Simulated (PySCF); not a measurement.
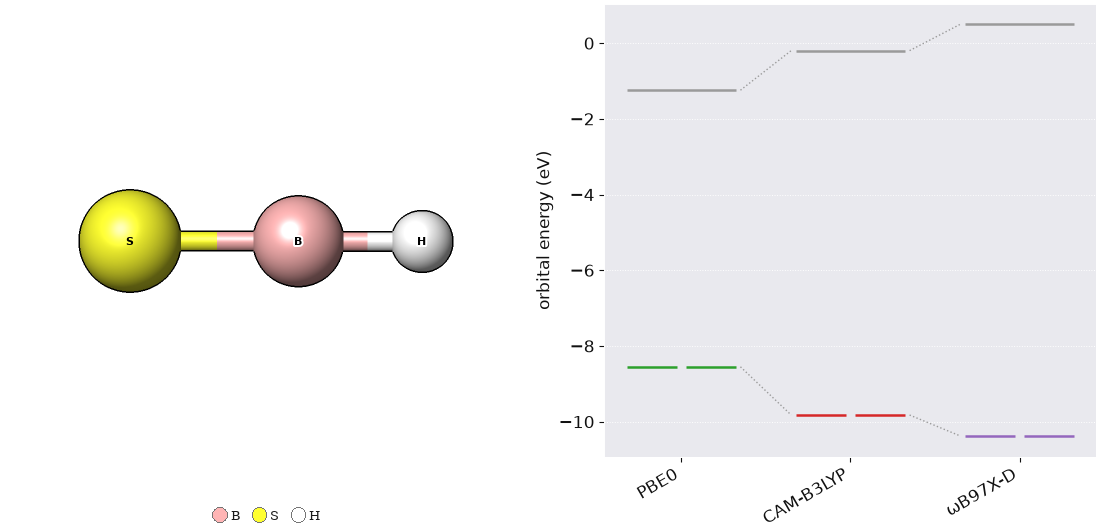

Frontier orbital energies of BHS (hydrogen boron sulfide), SMILES B=S at one geometry, aug-cc-pVTZ, PySCF 2.14.0, at a PBE0-D3(BJ)/def2-TZVP geometry (no frequency check). Empty levels are grey, levels within 0.1 eV stand side by side; all columns show the same few orbitals around the gap. Dotted lines join the HOMOs and the LUMOs.

How do the frontier levels move from column to column?

Answer. The separation grows from 7.31 eV (PBE0) to 10.88 eV (ωB97X-D).

| level | HOMO (eV) | LUMO (eV) | separation (eV) |
| --- | --- | --- | --- |
| PBE0 | −8.55 | −1.24 | 7.31 |
| CAM-B3LYP | −9.82 | −0.20 | 9.63 |
| ωB97X-D | −10.38 | 0.50 | 10.88 |

Limits of at least one run: empty levels above zero depend strongly on the basis.
